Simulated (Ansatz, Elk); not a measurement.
## LuBeB: X-ray structure factors from the self-consistent density

The structure of LuBeB used here is made up (a known structure type with other elements) and was relaxed beforehand with PBE. The aim is the Fourier transform of its all-electron density, F(hkl), set beside the sum over free spherical atoms that refinements use.

Program: Elk 11.2.3 (patched build). Level of theory: DFT, PBE, all-electron APW+lo, Dirac cores, scalar-relativistic bands, static density, no spin. Results are calculated unless marked as measured.

The structure was built from a prototype and need not be the compound's stable phase.

## Step 1: Starting point

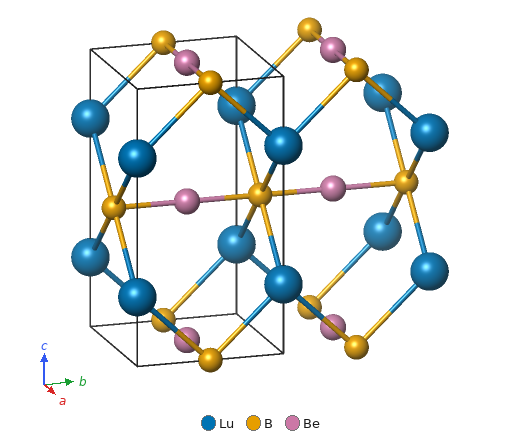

Start, viewed slightly off an axis; lutetium blue, boron orange, beryllium pink. 1×2×1 cells are drawn. Some periodic images of atoms are drawn too.

## Step 2: Ground state and structure factors

An all-electron density is needed, since X-rays see the cores too. Task 0 finds the density and task 195 Fourier-transforms it; tshift is off so that phases refer to the origin typed.

File elk.in:

```
tasks
  0
  195

xctype
  20

spinpol
  .false.

rgkmax
  7.0

gmaxvr
  14.0

lmaxo
  7

lmaxapw
  8

swidth
  0.002

tshift
  .false.

ramdisk
  .false.

hmaxvr
  5.5

maxscl
  120

epspot
  1e-06

sppath
  './'

avec
  6.92516935281 0.00000000000 -0.00000000000
  0.00000000000 6.92516935281 0.00000000000
  -0.00000000000 0.00000000000 13.01298848160

atoms
  3
  'Lu.in'
  2
  0.0000000000 0.0000000000 0.2500000000   0.000000 0.000000 0.000000
  0.0000000000 0.0000000000 0.7500000000   0.000000 0.000000 0.000000
  'B.in'
  2
  0.0000000000 0.5000000000 0.0000000000   0.000000 0.000000 0.000000
  0.5000000000 0.0000000000 0.5000000000   0.000000 0.000000 0.000000
  'Be.in'
  2
  0.5000000000 0.5000000000 0.5000000000   0.000000 0.000000 0.000000
  0.5000000000 0.5000000000 0.0000000000   0.000000 0.000000 0.000000

ngridk
  6 6 4
```

Launch:

```bash
$ OMP_NUM_THREADS=4 elk
```

Numbers of over 12 decimals in the logs are rounded to 6 here.

The log of the run:

```text
┌─────────────────────────┐
│ Elk code version 11.2.3 │
└─────────────────────────┘

All units are atomic (Hartree, Bohr, etc.)

┌─────────────────────────────────────────────────┐
│ Ground-state run starting from atomic densities │
└─────────────────────────────────────────────────┘

Lattice vectors :
   6.925169353       0.000000000      -0.000000000
   0.000000000       6.925169353       0.000000000
  -0.000000000       0.000000000       13.01298848

Reciprocal lattice vectors :
  0.9072969897      -0.000000000       0.000000000
  -0.000000000      0.9072969897      -0.000000000
   0.000000000      -0.000000000      0.4828395350

Unit cell volume      :    624.0765186
Brillouin zone volume :   0.3974676279

Muffin-tin inner radius fraction :   0.1000000000E-01

Nuclei treated as point charges

Species : 1 (Lu)
 parameters loaded from : Lu.in
 name : lutetium
 nuclear charge    :   -71.00000000
 electronic charge :    71.00000000
 atomic mass :    318945.3298
 muffin-tin radius :    2.800000000
 number of radial points in muffin-tin :   1393
 inner part over the whole radius :   0.9962478555E-02
 number on inner part of muffin-tin    :    999
 approximate nuclear radius :   0.9954169502E-04
 number of mesh points to nuclear radius :    517
 atomic positions (lattice), magnetic fields (Cartesian) :
  1 :   0.00000000  0.00000000  0.25000000    0.00000000  0.00000000  0.00000000
  2 :   0.00000000  0.00000000 -0.25000000    0.00000000  0.00000000  0.00000000

Species : 2 (B)
 parameters loaded from : B.in
 name : boron
 nuclear charge    :   -5.000000000
 electronic charge :    5.000000000
 atomic mass :    19707.24742
 muffin-tin radius :    1.706292338
 number of radial points in muffin-tin :    593
 inner part over the whole radius :   0.9883373609E-02
 number on inner part of muffin-tin    :    404
 approximate nuclear radius :   0.4534157419E-04
 number of mesh points to nuclear radius :    162
 atomic positions (lattice), magnetic fields (Cartesian) :
  1 :   0.00000000  0.50000000  0.00000000    0.00000000  0.00000000  0.00000000
  2 :   0.50000000  0.00000000  0.50000000    0.00000000  0.00000000  0.00000000

Species : 3 (Be)
 parameters loaded from : Be.in
 name : beryllium
 nuclear charge    :   -4.000000000
 electronic charge :    4.000000000
 atomic mass :    16428.20280
 muffin-tin radius :    1.706292338
 number of radial points in muffin-tin :    593
 inner part over the whole radius :   0.9996494084E-02
 number on inner part of muffin-tin    :    403
 approximate nuclear radius :   0.4290726161E-04
 number of mesh points to nuclear radius :    156
 atomic positions (lattice), magnetic fields (Cartesian) :
  1 :   0.50000000  0.50000000  0.50000000    0.00000000  0.00000000  0.00000000
  2 :   0.50000000  0.50000000  0.00000000    0.00000000  0.00000000  0.00000000

Total number of atoms per unit cell :    6
Total muffin-tin volume :    267.1402084
 ratio of muffin-tin to unit cell volume :   0.4280568174

Spin treatment :
 spin-unpolarised

Number of Bravais lattice symmetries :   16
Number of crystal symmetries         :   16
Crystal has inversion symmetry
Real symmetric eigensolver will be used

k-point grid :      6     6     4
k-point offset :    0.000000000       0.000000000       0.000000000
k-point set is reduced with full crystal symmetry group
Total number of k-points :       30

Muffin-tin radius times maximum |G+k| :    7.000000000
 using average radius
Maximum |G+k| for APW functions       :    3.380235618
Maximum (1/2)|G+k|²                   :    5.712996415
Maximum |G| for potential and density :    14.00000000
Constant for pseudocharge density :   10
 order of it for each species :   17  17  17
 order of it for pair densities of each species (exact exchange by exxq0 0: 18) :   17   5   5
Radial integration step length :    1

G-vector grid sizes :     32    32    60
Number of G-vectors :    28933

Maximum angular momentum used for
 APW functions            :    8
 outer part of muffin-tin :    7
[...]
correlation                 :     -9.036149
 electron entropic           :    -0.10463551453031E-03
 total energy                :     -29245.113875546

Density of states at Fermi energy :    6.582343092
 (states/Hartree/unit cell)

Estimated indirect band gap :   0.1161601963E-01
 from k-point 24 to k-point 10
Estimated direct band gap   :   0.1308699447E-01
 at k-point 10

Charges :
 core                        :    100.0000000
 valence                     :    60.00000000
 interstitial                :    7.797729923
 muffin-tins (core leakage)
  species : 1 (Lu)
[...]
species : 2 (B)
[...]
species : 3 (Be)
[...]
total in muffin-tins        :    152.2022701
 total calculated charge     :    159.9948605
 total charge                :    160.0000000
 error                       :   0.5139514804E-02

RMS change in Kohn-Sham potential (target) :    4.522345673     (  0.1000000000E-05)
Absolute change in total energy (target)   :    2.886168572     (  0.1000000000E-03)

[... loops 3 to 17 left out ...]

┌──────────────────┐
│ Loop number : 18 │
└──────────────────┘

Energies :
 Fermi                       :     0.223034
 sum of occupied eigenvalues :     -17870.821840179
 electron kinetic            :      32588.261163911
 core electron kinetic       :      31596.856158203
 Coulomb                     :     -61211.309190683
 Coulomb potential           :     -49650.401036124
 nuclear-nuclear             :     -2249.8183786745
 electron-nuclear            :     -68305.592909025
 Hartree                     :      9344.1020970173
 Madelung                    :     -36386.108672621
 xc potential                :     -808.68196796604
 exchange                    :     -609.42253906081
 correlation                 :     -9.081805
 electron entropic           :    -0.96767964154648E-03
 total energy                :     -29241.553338342

Density of states at Fermi energy :    77.60506326
 (states/Hartree/unit cell)

Estimated indirect band gap :   0.9661946043E-03
 from k-point 9 to k-point 20
Estimated direct band gap   :   0.9480831166E-02
 at k-point 20

Charges :
 core                        :    100.0000000
 valence                     :    60.00000000
 interstitial                :    8.317271382
 muffin-tins (core leakage)
  species : 1 (Lu)
[...]
species : 2 (B)
[...]
species : 3 (Be)
[...]
total in muffin-tins        :    151.6827286
 total calculated charge     :    159.9954798
 total charge                :    160.0000000
 error                       :   0.4520238098E-02

RMS change in Kohn-Sham potential (target) :   0.9967123399E-06 (  0.1000000000E-05)
Absolute change in total energy (target)   :   0.9109842358E-04 (  0.1000000000E-03)

Convergence targets achieved

┌──────────────────┐
│ Loop number : 19 │
└──────────────────┘

Energies :
 Fermi                       :     0.223034
 sum of occupied eigenvalues :     -17870.821832645
 electron kinetic            :      32588.261172808
 core electron kinetic       :      31596.856163529
 Coulomb                     :     -61211.309193224
 Coulomb potential           :     -49650.401032464
 nuclear-nuclear             :     -2249.8183786745
 electron-nuclear            :     -68305.592917179
 Hartree                     :      9344.1021026290
 Madelung                    :     -36386.108676992
 xc potential                :     -808.68197298881
 exchange                    :     -609.42253918903
 correlation                 :     -9.081805
 electron entropic           :    -0.96767952971309E-03
 total energy                :     -29241.553332115

Density of states at Fermi energy :    77.60505506
 (states/Hartree/unit cell)

Estimated indirect band gap :   0.9662045347E-03
 from k-point 9 to k-point 20
Estimated direct band gap   :   0.9480833103E-02
 at k-point 20

Charges :
 core                        :    100.0000000
 valence                     :    60.00000000
 interstitial                :    8.317271442
 muffin-tins (core leakage)
  species : 1 (Lu)
[...]
species : 2 (B)
[...]
atom 2                    :    3.771718721     (  0.1323956876E-03)
  species : 3 (Be)
   atom 1                    :    2.710161720     (  0.1868398008E-02)
   atom 2                    :    2.710161720     (  0.1868398008E-02)
 total in muffin-tins        :    151.6827286
 total calculated charge     :    159.9954798
 total charge                :    160.0000000
 error                       :   0.4520238295E-02

┌──────────────────────────────┐
│ Self-consistent loop stopped │
└──────────────────────────────┘

Warning : core states of species 2 leak from the muffin-tin :   0.1323956876E-03

Warning : core states of species 3 leak from the muffin-tin :   0.1868398008E-02

Wrote STATE.OUT
```

Elapsed: 49 s, on 4 threads of Arm Neoverse V1, shared host; peak memory 0.22 GiB.

SFACRHO.OUT:

```text

h k l indices transformed by vhmat matrix:
   1.000000000       0.000000000       0.000000000    
   0.000000000       1.000000000       0.000000000    
   0.000000000       0.000000000       1.000000000    

      h      k      l  multipl.   |H|            Re(F)            Im(F)           |F|

      0      0      0      1   0.0000000       160.00000     -0.78540164E-17   160.00000    
      0      0      1      2  0.48283953      0.78488514E-14  0.71904289E-15  0.78817187E-14
      0     -1      0      2  0.90729699       123.25565      0.19166893E-14   123.25565    
      1      0      0      2  0.90729699       123.25565     -0.18311604E-14   123.25565    
      0      0      2      2  0.96567907      -114.46015     -0.12494734E-14   114.46015    
      0     -1     -1      4   1.0277752      -7.3455580      0.16439810E-14   7.3455580    
      1      0     -1      4   1.0277752       7.3455580      0.17405238E-14   7.3455580    
      1     -1      0      4   1.2831117       119.30799     -0.71923611E-15   119.30799    
     -1      0      2      4   1.3250373      -124.33492      0.29149211E-14   124.33492    
      0     -1      2      4   1.3250373      -124.33492      0.16916564E-14   124.33492    
      1     -1     -1      8   1.3709521      0.70369012E-14  0.11034299E-14  0.71228882E-14
      0      0     -3      2   1.4485186     -0.12449902E-12 -0.86671825E-14  0.12480035E-12
      1     -1      2      8   1.6058990      -115.34507      0.68730020E-15   115.34507    
     -1      0      3      4   1.7092086       4.4047113     -0.73965512E-14   4.4047113    
      0      1     -3      4   1.7092086      -4.4047113     -0.19110688E-14   4.4047113    
     -2      0      0      2   1.8145940       117.62768     -0.34933336E-14   117.62768    
      0     -2      0      2   1.8145940       117.62768     -0.35495564E-14   117.62768    
      0      2     -1      4   1.8777341      0.22263326      0.93654642E-15  0.22263326
```

Elk indexes on the primitive cell of elk.in and gives |H| = 4π sin θ/λ in inverse bohr. Below, one row stands for each form hkl of the conventional cell (m members, Friedel mates merged), F is for one primitive cell and the density is static (no thermal factor). Free-atom factors are Waasmaier and Kirfel's, and R is Σm||F|−|F'||/Σm|F|.

```
hkl   m  sin θ/λ (Å⁻¹)  abs F, DFT  neutral atoms   diff.
001   2          0.073       0.000          0.000  +0.000
100   4          0.136     123.256        123.501  -0.245
002   2          0.145     114.460        115.748  -1.288
101   8          0.155       7.346          6.503  +0.843
110   4          0.193     119.308        119.811  -0.503
102   8          0.199     124.335        124.434  -0.099
111   8          0.206       0.000          0.000  +0.000
003   2          0.218       0.000          0.000  +0.000
112   8          0.241     115.345        115.527  -0.182
103   8          0.257       4.405          4.432  -0.027
200   4          0.273     117.628        118.055  -0.427
201   8          0.282       0.223          0.000  +0.223
004   2          0.290     115.207        115.387  -0.180
113   8          0.291       0.000          0.000  +0.000
210   8          0.305     102.412        102.564  -0.152
202   8          0.309      98.078         98.160  -0.082
211  16          0.314       3.676          3.842  -0.166
104   8          0.321     100.149        100.509  -0.360
```

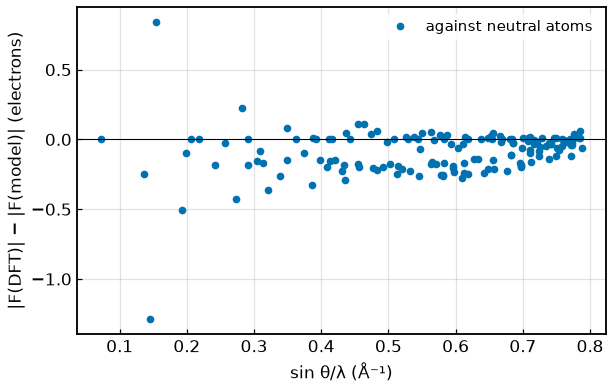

Difference between the calculated structure factors and the independent-atom ones.

## Step 3: The highest occupied states alone

An energy window below the Fermi level keeps the highest occupied states, to see at which angles they scatter; shallow core shells can lie inside it and anion s states outside. No new self-consistency is needed.

elk.in: that of step 2 with these lines changed.

```diff
@@ -1,3 +1,2 @@
 tasks
-  0
   195
@@ -40,2 +39,5 @@
 
+wsfac
+  -0.328210 0.523030
+
 sppath
```

Launch:

```bash
$ OMP_NUM_THREADS=4 elk
```

The log of the run:

```text
┌─────────────────────────────────┐
│ Elk code version 11.2.3 started │
└─────────────────────────────────┘

Info(readinput): the functional depends on the density's gradient
 muffin-tin radial points multiplied by    2.00000
 (not where nrmtscf is given)

┌────────────────────┐
│ Current task : 195 │
└────────────────────┘
Info(checkmt): changed muffin-tin radius of species 2 (B) from   1.8000 to   1.7063
Info(checkmt): changed muffin-tin radius of species 3 (Be) from   1.8000 to   1.7063

Info(sfacrho): density structure factors written to SFACRHO.OUT

 Energy window :  -0.3282100000      0.5230300000

┌──────────────────┐
│ Elk code stopped │
└──────────────────┘
```

It took 13 s on 4 threads; peak memory 0.19 GiB.

States within 15 eV below the Fermi level hold 44.00 electrons; any levels below the window count with the cores. Their amplitudes can exceed the total, where window and core parts have opposite phase:

```
hkl  sin θ/λ (Å⁻¹)  abs F, window  abs F, all
001          0.073          0.000       0.000
100          0.136         24.924     123.256
002          0.145         20.713     114.460
101          0.155          3.432       7.346
110          0.193         21.981     119.308
102          0.199         23.737     124.335
111          0.206          0.000       0.000
003          0.218          0.000       0.000
112          0.241         22.241     115.345
103          0.257          0.685       4.405
```

## Step 4: Another functional

The difference from free atoms is small, so it is set against the change that LDA (Perdew-Wang) makes.

elk.in: that of step 3 with these lines changed.

```diff
@@ -1,2 +1,3 @@
 tasks
+  0
   195
@@ -4,3 +5,3 @@
 xctype
-  20
+  3
 
@@ -39,5 +40,2 @@
 
-wsfac
-  -0.328210 0.523030
-
 sppath
```

Launch:

```bash
$ OMP_NUM_THREADS=4 elk
```

The log of the run:

```text
┌─────────────────────────┐
│ Elk code version 11.2.3 │
└─────────────────────────┘

All units are atomic (Hartree, Bohr, etc.)

┌─────────────────────────────────────────────────┐
│ Ground-state run starting from atomic densities │
└─────────────────────────────────────────────────┘

Lattice vectors :
   6.925169353       0.000000000      -0.000000000
   0.000000000       6.925169353       0.000000000
  -0.000000000       0.000000000       13.01298848

Reciprocal lattice vectors :
  0.9072969897      -0.000000000       0.000000000
[...]
species : 3 (Be)
   atom 1                    :    2.712562185     (  0.2026084198E-02)
   atom 2                    :    2.712562185     (  0.2026084198E-02)
 total in muffin-tins        :    151.7532795
 total calculated charge     :    159.9951470
 total charge                :    160.0000000
 error                       :   0.4852958589E-02

┌──────────────────────────────┐
│ Self-consistent loop stopped │
└──────────────────────────────┘

Warning : core states of species 2 leak from the muffin-tin :   0.1402555071E-03

Warning : core states of species 3 leak from the muffin-tin :   0.2026084198E-02

Wrote STATE.OUT
[key lines of the parts left out:]
total energy                :     -29223.108394048
```

Wall time 28 s (4 threads); peak memory 0.19 GiB; 84 s of CPU time.

Against the first run R = 0.04 %; the largest change is -0.052 at 440.

## Step 5: A coarser k-mesh

About half the k-points along each axis test the sampling.

elk.in: that of step 4 with these lines changed.

```diff
@@ -5,3 +5,3 @@
 xctype
-  3
+  20
 
@@ -64,2 +64,2 @@
 ngridk
-  6 6 4
+  3 3 2
```

Launch:

```bash
$ OMP_NUM_THREADS=4 elk
```

The log of the run:

```text
┌─────────────────────────┐
│ Elk code version 11.2.3 │
└─────────────────────────┘

All units are atomic (Hartree, Bohr, etc.)

┌─────────────────────────────────────────────────┐
│ Ground-state run starting from atomic densities │
└─────────────────────────────────────────────────┘

Lattice vectors :
   6.925169353       0.000000000      -0.000000000
   0.000000000       6.925169353       0.000000000
  -0.000000000       0.000000000       13.01298848

Reciprocal lattice vectors :
  0.9072969897      -0.000000000       0.000000000
[...]
species : 3 (Be)
   atom 1                    :    2.714018499     (  0.1869898948E-02)
   atom 2                    :    2.714018499     (  0.1869898948E-02)
 total in muffin-tins        :    151.7041230
 total calculated charge     :    159.9953662
 total charge                :    160.0000000
 error                       :   0.4633779445E-02

┌──────────────────────────────┐
│ Self-consistent loop stopped │
└──────────────────────────────┘

Warning : core states of species 2 leak from the muffin-tin :   0.1325142291E-03

Warning : core states of species 3 leak from the muffin-tin :   0.1869898948E-02

Wrote STATE.OUT
[key lines of the parts left out:]
total energy                :     -29241.548610420
```

Elapsed: 25 s, on 4 threads; peak memory 0.21 GiB.

Against the first run R = 0.01 %; the largest change is +0.036 at 101.

## Step 6: Settings against the effect

```
              run  R against the first run (%)  R against neutral atoms, low angle (%)  wall time
    PBE, rgkmax 7                         0.00                                    0.48       49 s
LDA (Perdew-Wang)                         0.04                                    0.47       28 s
     k-mesh 3×3×2                         0.01                                    0.48       25 s
```

## Step 7: Results

| Item | Value |
| --- | --- |
| R against neutral atoms, sin θ/λ < 0.3 Å⁻¹ | 0.48 % |
| R against neutral atoms, 0.3 to 0.79 Å⁻¹ | 0.25 % |

What this shows: Independent neutral atoms miss the calculated amplitudes by R = 0.48 % below 0.3 Å⁻¹ and 0.25 % from there to 0.79 Å⁻¹; by shells, 0.49 % below 0.15 Å⁻¹ (2 forms), 0.47 % 0.15 to 0.3 (8 forms), 0.26 % 0.3 to 0.45 (19 forms), 0.25 % above 0.45 (95 forms). Bonding, aspherical density and the tables' own atoms all enter these figures, and the runs don't part them. The largest change of an amplitude is -1.29 electrons, at 002. Weak lines can change much in proportion: 201 goes from 0.00 to 0.22. The window's part falls from 44.0 electrons at the origin to at most 12.17 between 0.45 and 0.79 Å⁻¹, where compact states inside the window still scatter. Below 0.3 Å⁻¹ the changes that finished (LDA (Perdew-Wang) and k-mesh 3×3×2) move F by R = 0.02 % at most, against the 0.48 % that separates it from free atoms. The basis has no finished test. Spin-orbit coupling is left out, which can matter for elements this heavy. Part of the difference isn't bonding: the tables are fits to free atoms and ions calculated by other methods than this functional. Thermal motion, anomalous dispersion and extinction are left out.

[Logs are printed without paths, hosts, clocks, repeated set-up lines and the standing remarks that a program may print on its own settings, such as how far it seeks lower states.]

[Hosts, paths, dates, database ids (printed as entryN), source tags and the programs' standing remarks are cut or masked in the printed files.]
